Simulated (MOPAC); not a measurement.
# Run report: C$_{2}$H$_{7}$AlO$_{2}$, geometry relaxation (part 1 of 5)

- system: C$_{2}$H$_{7}$AlO$_{2}$, SMILES C[O][Al]([CH3])[OH]
- method: PM6-D3H4, closed shell, dispersion D3H4 (MOPAC 23.2.5)

The atoms were displaced at random from an optimised geometry.

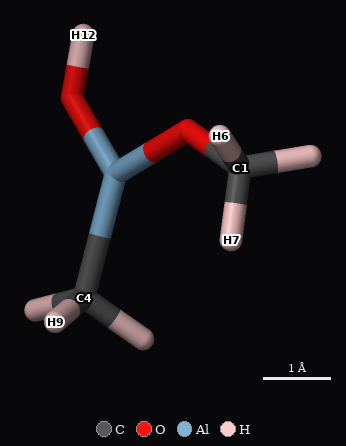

Figure 1. The structure as given in the input (stick view, seen at a tilt; atoms are numbered from 1 in the order of the input). Sticks mark near contacts.

The input (input.mop)
```
CYCLES=300 GRADIENTS MULLIK GNORM=0.05 DISP PM6-D3H4 AUX(PRECISION=6) T=10M THREADS=1
C2H7AlO2

C -1.419585 1 -0.278616 1 1.522402 1
O -0.208797 1 0.404668 1 1.202052 1
Al 0.796066 1 0.445542 1 -0.163344 1
C 0.454187 1 -0.514788 1 -1.778317 1
O 2.167195 1 1.426010 1 0.000146 1
H -2.183317 1 0.468027 1 1.744721 1
H -1.751350 1 -0.904323 1 0.691961 1
H -1.265321 1 -0.925865 1 2.365086 1
H -0.500818 1 -0.252253 1 -2.213382 1
H 1.202489 1 -0.320801 1 -2.528731 1
H 0.414456 1 -1.587426 1 -1.591688 1
H 2.376330 1 1.957656 1 0.765588 1
```

Machine: 1 thread of Intel Xeon (Granite Rapids), 64 GiB of memory available, shared host.

Command:
```bash
mopac input.mop
```

What the program printed
```
MOPAC v23.2.5
PM6-D3H4 CALCULATION RESULTS

 *  PM6-D3H4   - CORRECT DISPERSION AND HYDROGEN BOND TERMS USING THE D3H4 METHOD
 *  THREADS=1  - MULTI-THREADING NOT USED
 *  CYCLES=    - DO A MAXIMUM OF 300 STEPS
 *  GNORM      - EXIT WHEN GRADIENT NORM DROPS BELOW 0.050
 *  AUX        - OUTPUT AUXILIARY INFORMATION
 *  GRADIENTS  - ALL GRADIENTS TO BE PRINTED
 *  DISP       - PRINT DISPERSION AND HYDROGEN BOND ENERGIES
 *  MULLIK     - THE MULLIKEN ANALYSIS TO BE PERFORMED
CYCLES=300 GRADIENTS MULLIK GNORM=0.05 DISP PM6-D3H4 AUX(PRECISION=6) T=10M THREADS=1
 C2H7AlO2

   ATOM   CHEMICAL          X               Y               Z
  NUMBER   SYMBOL      (ANGSTROMS)     (ANGSTROMS)     (ANGSTROMS)

     1       C         -1.41958500  *  -0.27861600  *   1.52240200  *
     2       O         -0.20879700  *   0.40466800  *   1.20205200  *
     3      Al          0.79606600  *   0.44554200  *  -0.16334400  *
     4       C          0.45418700  *  -0.51478800  *  -1.77831700  *
     5       O          2.16719500  *   1.42601000  *   0.00014600  *
     6       H         -2.18331700  *   0.46802700  *   1.74472100  *
     7       H         -1.75135000  *  -0.90432300  *   0.69196100  *
     8       H         -1.26532100  *  -0.92586500  *   2.36508600  *
     9       H         -0.50081800  *  -0.25225300  *  -2.21338200  *
    10       H          1.20248900  *  -0.32080100  *  -2.52873100  *
    11       H          0.41445600  *  -1.58742600  *  -1.59168800  *
    12       H          2.37633000  *   1.95765600  *   0.76558800  *

          CARTESIAN COORDINATES

    NO.       ATOM           X           Y           Z

     1         C         -1.4196     -0.2786      1.5224
     2         O         -0.2088      0.4047      1.2021
     3        Al          0.7961      0.4455     -0.1633
     4         C          0.4542     -0.5148     -1.7783
     5         O          2.1672      1.4260      0.0001
     6         H         -2.1833      0.4680      1.7447
     7         H         -1.7513     -0.9043      0.6920
     8         H         -1.2653     -0.9259      2.3651
     9         H         -0.5008     -0.2523     -2.2134
    10         H          1.2025     -0.3208     -2.5287
    11         H          0.4145     -1.5874     -1.5917
    12         H          2.3763      1.9577      0.7656

           Empirical Formula: C2 H7 O2 Al  =    12 atoms

      MOLECULAR POINT GROUP   :   Cs

      RHF CALCULATION, NO. OF DOUBLY OCCUPIED LEVELS = 15

          Geometry optimization using EF

          DIAGONAL MATRIX USED AS START HESSIAN
```

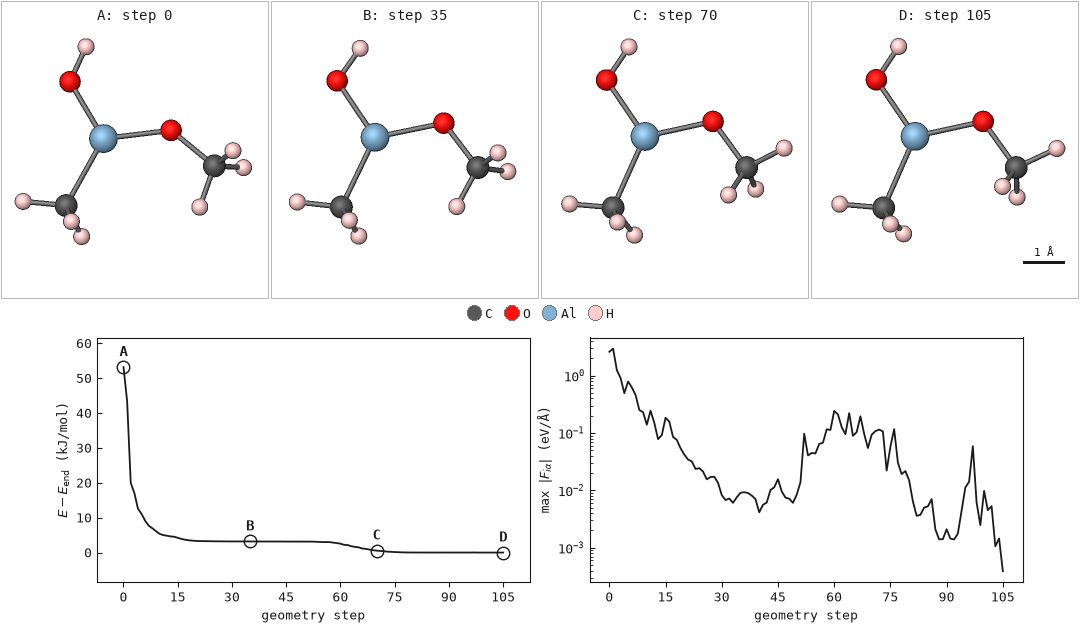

Figure 2. Frames of the relaxation (ball-and-stick view, seen at a tilt) above the curves, on which the letters mark them (steps are counted from 0).

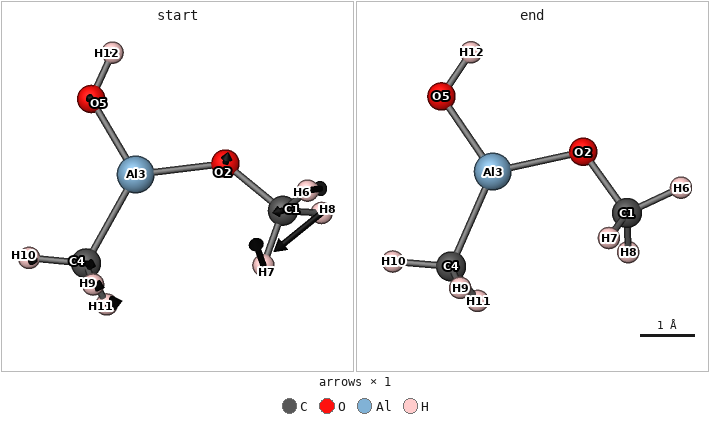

Figure 3. Before (left) and after (right) the relaxation, at one scale (ball-and-stick view, seen at a tilt). The black arrows give the displacements, at true length. The largest move after the best rigid fit is that of H8, 1.16 Å. Largest moves by element: H 1.16 Å, O 0.24 Å, C 0.23 Å, Al 0.07 Å. Distances before and after: O2–Al3 1.696 → 1.746 Å, Al3–O5 1.694 → 1.737 Å, C1–H8 1.074 → 1.111 Å, O5–H12 0.955 → 0.988 Å. Among the angles that change: C1–O2–Al3 134.0° → 114.6°, Al3–O5–H12 125.2° → 111.5°, O2–C1–H6 108.2° → 101.7°. Over 105 geometry steps the energy falls by 53.2 kJ/mol. Largest force component: 2.6 eV/Å at the start, 0.00039 eV/Å at the end. (Atoms are counted from 1 in the order of the input.)

```
 CYCLE:     1 TIME:   0.004 TIME LEFT: 10.00M  GRAD.:   110.308 HEAT: -127.4763
 CYCLE:     2 TIME:   0.004 TIME LEFT: 10.00M  GRAD.:   135.235 HEAT: -129.7958
 CYCLE:     3 TIME:   0.004 TIME LEFT: 10.00M  GRAD.:    46.342 HEAT: -135.3998
 CYCLE:     4 TIME:   0.000 TIME LEFT: 10.00M  GRAD.:    43.537 HEAT: -136.0926
 CYCLE:     5 TIME:   0.004 TIME LEFT: 10.00M  GRAD.:    26.644 HEAT: -137.1710
 CYCLE:     6 TIME:   0.000 TIME LEFT: 10.00M  GRAD.:    39.185 HEAT: -137.5323
 CYCLE:     7 TIME:   0.000 TIME LEFT: 10.00M  GRAD.:    27.266 HEAT: -138.0093
 CYCLE:     8 TIME:   0.004 TIME LEFT: 10.00M  GRAD.:    16.604 HEAT: -138.3430
 CYCLE:     9 TIME:   0.000 TIME LEFT: 10.00M  GRAD.:    11.456 HEAT: -138.5193
 CYCLE:    10 TIME:   0.004 TIME LEFT: 10.00M  GRAD.:    10.985 HEAT: -138.7184
 CYCLE:    11 TIME:   0.000 TIME LEFT: 10.00M  GRAD.:     9.839 HEAT: -138.9002
 CYCLE:    12 TIME:   0.000 TIME LEFT: 10.00M  GRAD.:    10.995 HEAT: -138.9828
 CYCLE:    13 TIME:   0.004 TIME LEFT: 10.00M  GRAD.:     8.252 HEAT: -139.0266
 CYCLE:    14 TIME:   0.000 TIME LEFT: 10.00M  GRAD.:     4.125 HEAT: -139.0715
 CYCLE:    15 TIME:   0.000 TIME LEFT: 10.00M  GRAD.:     3.830 HEAT: -139.0949
 CYCLE:    16 TIME:   0.004 TIME LEFT: 10.00M  GRAD.:     7.065 HEAT: -139.1694
 CYCLE:    17 TIME:   0.000 TIME LEFT: 10.00M  GRAD.:     7.096 HEAT: -139.2414
 CYCLE:    18 TIME:   0.004 TIME LEFT: 10.00M  GRAD.:     4.504 HEAT: -139.3000
 CYCLE:    19 TIME:   0.000 TIME LEFT: 10.00M  GRAD.:     3.811 HEAT: -139.3368
 CYCLE:    20 TIME:   0.000 TIME LEFT: 10.00M  GRAD.:     3.650 HEAT: -139.3623
 CYCLE:    21 TIME:   0.004 TIME LEFT: 10.00M  GRAD.:     2.514 HEAT: -139.3810
 CYCLE:    22 TIME:   0.000 TIME LEFT: 10.00M  GRAD.:     1.845 HEAT: -139.3894
 CYCLE:    23 TIME:   0.004 TIME LEFT: 10.00M  GRAD.:     1.415 HEAT: -139.3944
 CYCLE:    24 TIME:   0.000 TIME LEFT: 10.00M  GRAD.:     1.449 HEAT: -139.3992
 CYCLE:    25 TIME:   0.000 TIME LEFT: 10.00M  GRAD.:     1.313 HEAT: -139.4040
 CYCLE:    26 TIME:   0.004 TIME LEFT: 10.00M  GRAD.:     1.043 HEAT: -139.4078
 CYCLE:    27 TIME:   0.000 TIME LEFT: 10.00M  GRAD.:     0.948 HEAT: -139.4104
 CYCLE:    28 TIME:   0.000 TIME LEFT: 10.00M  GRAD.:     0.940 HEAT: -139.4124
 CYCLE:    29 TIME:   0.004 TIME LEFT: 10.00M  GRAD.:     0.980 HEAT: -139.4145
 CYCLE:    30 TIME:   0.000 TIME LEFT: 10.00M  GRAD.:     0.777 HEAT: -139.4163
 CYCLE:    31 TIME:   0.000 TIME LEFT: 10.00M  GRAD.:     0.539 HEAT: -139.4172
 CYCLE:    32 TIME:   0.004 TIME LEFT: 10.00M  GRAD.:     0.380 HEAT: -139.4176
 CYCLE:    33 TIME:   0.000 TIME LEFT: 10.00M  GRAD.:     0.337 HEAT: -139.4179
 CYCLE:    34 TIME:   0.004 TIME LEFT: 10.00M  GRAD.:     0.362 HEAT: -139.4182
 CYCLE:    35 TIME:   0.000 TIME LEFT: 10.00M  GRAD.:     0.404 HEAT: -139.4186
 CYCLE:    36 TIME:   0.000 TIME LEFT: 10.00M  GRAD.:     0.446 HEAT: -139.4190
 CYCLE:    37 TIME:   0.004 TIME LEFT: 10.00M  GRAD.:     0.505 HEAT: -139.4195
 CYCLE:    38 TIME:   0.000 TIME LEFT: 10.00M  GRAD.:     0.571 HEAT: -139.4203
 CYCLE:    39 TIME:   0.000 TIME LEFT: 10.00M  GRAD.:     0.549 HEAT: -139.4213
 CYCLE:    40 TIME:   0.004 TIME LEFT: 10.00M  GRAD.:     0.376 HEAT: -139.4221
 CYCLE:    41 TIME:   0.000 TIME LEFT: 10.00M  GRAD.:     0.272 HEAT: -139.4223
 CYCLE:    42 TIME:   0.000 TIME LEFT: 10.00M  GRAD.:     0.273 HEAT: -139.4225
 CYCLE:    43 TIME:   0.004 TIME LEFT: 10.00M  GRAD.:     0.322 HEAT: -139.4226
 CYCLE:    44 TIME:   0.000 TIME LEFT: 10.00M  GRAD.:     0.644 HEAT: -139.4232
 CYCLE:    45 TIME:   0.000 TIME LEFT: 10.00M  GRAD.:     0.651 HEAT: -139.4237
 CYCLE:    46 TIME:   0.004 TIME LEFT: 10.00M  GRAD.:     1.050 HEAT: -139.4266
 CYCLE:    47 TIME:   0.000 TIME LEFT: 10.00M  GRAD.:     0.591 HEAT: -139.4274
 CYCLE:    48 TIME:   0.004 TIME LEFT: 10.00M  GRAD.:     0.280 HEAT: -139.4281
 CYCLE:    49 TIME:   0.000 TIME LEFT: 10.00M  GRAD.:     0.327 HEAT: -139.4285
 CYCLE:    50 TIME:   0.004 TIME LEFT: 10.00M  GRAD.:     0.342 HEAT: -139.4286
 CYCLE:    51 TIME:   0.000 TIME LEFT: 10.00M  GRAD.:     0.432 HEAT: -139.4292
 CYCLE:    52 TIME:   0.000 TIME LEFT: 10.00M  GRAD.:     0.701 HEAT: -139.4305
 CYCLE:    53 TIME:   0.004 TIME LEFT: 10.00M  GRAD.:     4.956 HEAT: -139.4275
 CYCLE:    54 TIME:   0.000 TIME LEFT: 10.00M  GRAD.:     2.018 HEAT: -139.4385
 CYCLE:    55 TIME:   0.004 TIME LEFT: 10.00M  GRAD.:     2.088 HEAT: -139.4475
 CYCLE:    56 TIME:   0.000 TIME LEFT: 10.00M  GRAD.:     2.462 HEAT: -139.4614
 CYCLE:    57 TIME:   0.008 TIME LEFT: 10.00M  GRAD.:     2.942 HEAT: -139.4641
 CYCLE:    58 TIME:   0.000 TIME LEFT: 10.00M  GRAD.:     2.908 HEAT: -139.4635
 CYCLE:    59 TIME:   0.004 TIME LEFT: 10.00M  GRAD.:     5.062 HEAT: -139.4996
 CYCLE:    60 TIME:   0.000 TIME LEFT: 10.00M  GRAD.:     6.344 HEAT: -139.5297
 CYCLE:    61 TIME:   0.000 TIME LEFT: 10.00M  GRAD.:    10.257 HEAT: -139.5712
 CYCLE:    62 TIME:   0.004 TIME LEFT: 10.00M  GRAD.:     8.925 HEAT: -139.6492
 CYCLE:    63 TIME:   0.000 TIME LEFT: 10.00M  GRAD.:     6.250 HEAT: -139.6655
 CYCLE:    64 TIME:   0.000 TIME LEFT: 10.00M  GRAD.:     5.115 HEAT: -139.7450
 CYCLE:    65 TIME:   0.004 TIME LEFT: 10.00M  GRAD.:     8.371 HEAT: -139.7903
 CYCLE:    66 TIME:   0.000 TIME LEFT: 10.00M  GRAD.:     4.847 HEAT: -139.8199
 CYCLE:    67 TIME:   0.004 TIME LEFT: 10.00M  GRAD.:     4.086 HEAT: -139.9006
 CYCLE:    68 TIME:   0.000 TIME LEFT: 10.00M  GRAD.:     8.948 HEAT: -139.9265
 CYCLE:    69 TIME:   0.000 TIME LEFT: 10.00M  GRAD.:     3.976 HEAT: -139.9734
 CYCLE:    70 TIME:   0.004 TIME LEFT: 10.00M  GRAD.:     2.740 HEAT: -140.0173
 CYCLE:    71 TIME:   0.004 TIME LEFT: 10.00M  GRAD.:     4.587 HEAT: -140.0449
 CYCLE:    72 TIME:   0.000 TIME LEFT: 10.00M  GRAD.:     5.717 HEAT: -140.0708
 CYCLE:    73 TIME:   0.000 TIME LEFT: 10.00M  GRAD.:     5.305 HEAT: -140.0850
 CYCLE:    74 TIME:   0.004 TIME LEFT: 10.00M  GRAD.:     4.564 HEAT: -140.1189
 CYCLE:    75 TIME:   0.000 TIME LEFT: 10.00M  GRAD.:     1.525 HEAT: -140.1301
 CYCLE:    76 TIME:   0.000 TIME LEFT: 10.00M  GRAD.:     2.077 HEAT: -140.1440
 CYCLE:    77 TIME:   0.004 TIME LEFT: 10.00M  GRAD.:     4.870 HEAT: -140.1539
 CYCLE:    78 TIME:   0.000 TIME LEFT: 10.00M  GRAD.:     1.315 HEAT: -140.1647
 CYCLE:    79 TIME:   0.004 TIME LEFT: 10.00M  GRAD.:     0.885 HEAT: -140.1707
 CYCLE:    80 TIME:   0.000 TIME LEFT: 10.00M  GRAD.:     1.131 HEAT: -140.1747
 CYCLE:    81 TIME:   0.000 TIME LEFT: 10.00M  GRAD.:     0.643 HEAT: -140.1765
 CYCLE:    82 TIME:   0.004 TIME LEFT: 10.00M  GRAD.:     0.283 HEAT: -140.1772
 CYCLE:    83 TIME:   0.000 TIME LEFT: 10.00M  GRAD.:     0.192 HEAT: -140.1774
 CYCLE:    84 TIME:   0.000 TIME LEFT: 10.00M  GRAD.:     0.187 HEAT: -140.1774
 CYCLE:    85 TIME:   0.004 TIME LEFT: 10.00M  GRAD.:     0.233 HEAT: -140.1775
 CYCLE:    86 TIME:   0.000 TIME LEFT: 10.00M  GRAD.:     0.223 HEAT: -140.1776
 CYCLE:    87 TIME:   0.004 TIME LEFT: 10.00M  GRAD.:     0.253 HEAT: -140.1776
 CYCLE:    88 TIME:   0.000 TIME LEFT: 10.00M  GRAD.:     0.098 HEAT: -140.1777
 CYCLE:    89 TIME:   0.000 TIME LEFT: 10.00M  GRAD.:     0.064 HEAT: -140.1778
 CYCLE:    90 TIME:   0.004 TIME LEFT: 10.00M  GRAD.:     0.057 HEAT: -140.1778
 CYCLE:    91 TIME:   0.000 TIME LEFT: 10.00M  GRAD.:     0.093 HEAT: -140.1778
 CYCLE:    92 TIME:   0.000 TIME LEFT: 10.00M  GRAD.:     0.059 HEAT: -140.1778
 CYCLE:    93 TIME:   0.004 TIME LEFT: 10.00M  GRAD.:     0.060 HEAT: -140.1778
 CYCLE:    94 TIME:   0.000 TIME LEFT: 10.00M  GRAD.:     0.098 HEAT: -140.1778
 CYCLE:    95 TIME:   0.000 TIME LEFT: 10.00M  GRAD.:     0.193 HEAT: -140.1779
 CYCLE:    96 TIME:   0.004 TIME LEFT: 10.00M  GRAD.:     0.452 HEAT: -140.1780
 CYCLE:    97 TIME:   0.000 TIME LEFT: 10.00M  GRAD.:     0.579 HEAT: -140.1782
 CYCLE:    98 TIME:   0.004 TIME LEFT: 10.00M  GRAD.:     2.683 HEAT: -140.1743
 CYCLE:    99 TIME:   0.000 TIME LEFT: 10.00M  GRAD.:     0.306 HEAT: -140.1790
 CYCLE:   100 TIME:   0.004 TIME LEFT: 10.00M  GRAD.:     0.144 HEAT: -140.1793
 CYCLE:   101 TIME:   0.000 TIME LEFT: 10.00M  GRAD.:     0.451 HEAT: -140.1794
 CYCLE:   102 TIME:   0.000 TIME LEFT: 10.00M  GRAD.:     0.216 HEAT: -140.1796
 CYCLE:   103 TIME:   0.004 TIME LEFT: 10.00M  GRAD.:     0.291 HEAT: -140.1795
 CYCLE:   104 TIME:   0.000 TIME LEFT: 10.00M  GRAD.:     0.068 HEAT: -140.1796
 CYCLE:   105 TIME:   0.004 TIME LEFT: 10.00M  GRAD.:     0.071 HEAT: -140.1795
 CYCLE:   106 TIME:   0.000 TIME LEFT: 10.00M  GRAD.:     0.025 HEAT: -140.1795

     GRADIENT =  0.02459 IS LESS THAN CUTOFF =  0.05000

 -------------------------------------------------------------------------------
 CYCLES=300 GRADIENTS MULLIK GNORM=0.05 DISP PM6-D3H4 AUX(PRECISION=6) T=10M THREADS=1
 C2H7AlO2

     GEOMETRY OPTIMISED USING EIGENVECTOR FOLLOWING (EF).
     SCF FIELD WAS ACHIEVED

                              PM6-D3H4 CALCULATION

          FINAL HEAT OF FORMATION =       -140.17954 KCAL/MOL =    -586.51119 KJ/MOL

          TOTAL ENERGY            =     -22533.05429 KCAL/MOL = ELECTRONIC ENERGY + CORE-CORE REPULSION
          ENERGY OF ATOMS         =      22384.81070 KCAL/MOL
                              SUM =       -148.24360 KCAL/MOL
          DISPERSION ENERGY       =         -0.95553 KCAL/MOL
          H - H CORRECTION ENERGY =          9.01959 KCAL/MOL
                              SUM =       -140.17954 KCAL/MOL = FINAL HEAT OF FORMATION

          TOTAL ENERGY            =       -977.12572 EV
          ELECTRONIC ENERGY       =      -2987.86614 EV
          CORE-CORE REPULSION     =       2010.74042 EV
          COSMO AREA              =        130.43 SQUARE ANGSTROMS
          COSMO VOLUME            =        120.65 CUBIC ANGSTROMS

          GRADIENT NORM           =          0.02459          =       0.00710 PER ATOM
          IONIZATION POTENTIAL    =         10.313167 EV
          HOMO LUMO ENERGIES (EV) =        -10.313  2.137
          NO. OF FILLED LEVELS    =         15
          MOLECULAR WEIGHT        =         90.0576         POINT GROUP:  Cs

          MOLECULAR DIMENSIONS (Angstroms)

            Atom       Atom       Distance
            H    10    H     6     5.59985
            H    12    H     9     4.52611
            H     7    H    11     1.85604

          SCF CALCULATIONS        =        117

          WALL-CLOCK TIME         =      0.176 SECONDS
          COMPUTATION TIME        =      0.172 SECONDS

       FINAL  POINT  AND  DERIVATIVES

   PARAMETER     ATOM    TYPE            VALUE        GRADIENT
      1          1  C    CARTESIAN X    -1.379548     -0.002501  KCAL/ANGSTROM
      2          1  C    CARTESIAN Y    -0.273088     -0.000382  KCAL/ANGSTROM
      3          1  C    CARTESIAN Z     1.293268     -0.008304  KCAL/ANGSTROM
      4          2  O    CARTESIAN X    -0.209721     -0.003117  KCAL/ANGSTROM
      5          2  O    CARTESIAN Y     0.562007      0.005320  KCAL/ANGSTROM
      6          2  O    CARTESIAN Z     1.316324      0.001942  KCAL/ANGSTROM
      7          3 Al    CARTESIAN X     0.786463     -0.002637  KCAL/ANGSTROM
      8          3 Al    CARTESIAN Y     0.458198     -0.000183  KCAL/ANGSTROM
      9          3 Al    CARTESIAN Z    -0.114377      0.000064  KCAL/ANGSTROM
     10          4  C    CARTESIAN X     0.412002      0.009041  KCAL/ANGSTROM
     11          4  C    CARTESIAN Y    -0.665500      0.003078  KCAL/ANGSTROM
     12          4  C    CARTESIAN Z    -1.638449      0.005096  KCAL/ANGSTROM
     13          5  O    CARTESIAN X     2.188762      0.005197  KCAL/ANGSTROM
     14          5  O    CARTESIAN Y     1.481181     -0.001904  KCAL/ANGSTROM
     15          5  O    CARTESIAN Z    -0.053354      0.005842  KCAL/ANGSTROM
     16          6  H    CARTESIAN X    -1.841397     -0.002627  KCAL/ANGSTROM
     17          6  H    CARTESIAN Y    -0.042862      0.002215  KCAL/ANGSTROM
     18          6  H    CARTESIAN Z     2.283682     -0.003114  KCAL/ANGSTROM
     19          7  H    CARTESIAN X    -2.063572     -0.002744  KCAL/ANGSTROM
     20          7  H    CARTESIAN Y     0.023954      0.003085  KCAL/ANGSTROM
     21          7  H    CARTESIAN Z     0.469159      0.002374  KCAL/ANGSTROM
     22          8  H    CARTESIAN X    -1.100200      0.001374  KCAL/ANGSTROM
     23          8  H    CARTESIAN Y    -1.347381     -0.003316  KCAL/ANGSTROM
     24          8  H    CARTESIAN Z     1.236899     -0.000086  KCAL/ANGSTROM
     25          9  H    CARTESIAN X    -0.575448     -0.006918  KCAL/ANGSTROM
     26          9  H    CARTESIAN Y    -0.379465      0.001236  KCAL/ANGSTROM
     27          9  H    CARTESIAN Z    -2.048604     -0.002429  KCAL/ANGSTROM
     28         10  H    CARTESIAN X     1.212209      0.007734  KCAL/ANGSTROM
     29         10  H    CARTESIAN Y    -0.498554      0.000654  KCAL/ANGSTROM
     30         10  H    CARTESIAN Z    -2.388163     -0.005106  KCAL/ANGSTROM
     31         11  H    CARTESIAN X     0.405665     -0.002678  KCAL/ANGSTROM
     32         11  H    CARTESIAN Y    -1.719631     -0.008783  KCAL/ANGSTROM
     33         11  H    CARTESIAN Z    -1.300621      0.003827  KCAL/ANGSTROM
     34         12  H    CARTESIAN X     2.230060     -0.000124  KCAL/ANGSTROM
     35         12  H    CARTESIAN Y     1.987971     -0.001018  KCAL/ANGSTROM
     36         12  H    CARTESIAN Z     0.793870     -0.000106  KCAL/ANGSTROM

   ATOM   CHEMICAL          X               Y               Z
  NUMBER   SYMBOL      (ANGSTROMS)     (ANGSTROMS)     (ANGSTROMS)

     1       C         -1.37954809  *  -0.27308778  *   1.29326796  *
     2       O         -0.20972095  *   0.56200686  *   1.31632396  *
     3      Al          0.78646340  *   0.45819850  *  -0.11437688  *
     4       C          0.41200249  *  -0.66550019  *  -1.63844861  *
     5       O          2.18876234  *   1.48118066  *  -0.05335369  *
     6       H         -1.84139673  *  -0.04286243  *   2.28368183  *
     7       H         -2.06357160  *   0.02395375  *   0.46915877  *
     8       H         -1.10019960  *  -1.34738076  *   1.23689917  *
     9       H         -0.57544751  *  -0.37946461  *  -2.04860356  *
    10       H          1.21220913  *  -0.49855388  *  -2.38816323  *
    11       H          0.40566472  *  -1.71963058  *  -1.30062087  *
    12       H          2.23006014  *   1.98797145  *   0.79387023  *

                             CARTESIAN COORDINATES

   1    C       -1.379548088    -0.273087785     1.293267963
   2    O       -0.209720951     0.562006862     1.316323962
   3   Al        0.786463403     0.458198498    -0.114376885
   4    C        0.412002488    -0.665500188    -1.638448614
   5    O        2.188762341     1.481180660    -0.053353686
   6    H       -1.841396735    -0.042862432     2.283681833
   7    H       -2.063571600     0.023953746     0.469158767
   8    H       -1.100199604    -1.347380763     1.236899169
   9    H       -0.575447513    -0.379464614    -2.048603558
  10    H        1.212209132    -0.498553881    -2.388163226
  11    H        0.405664724    -1.719630584    -1.300620870
  12    H        2.230060139     1.987971449     0.793870230
```
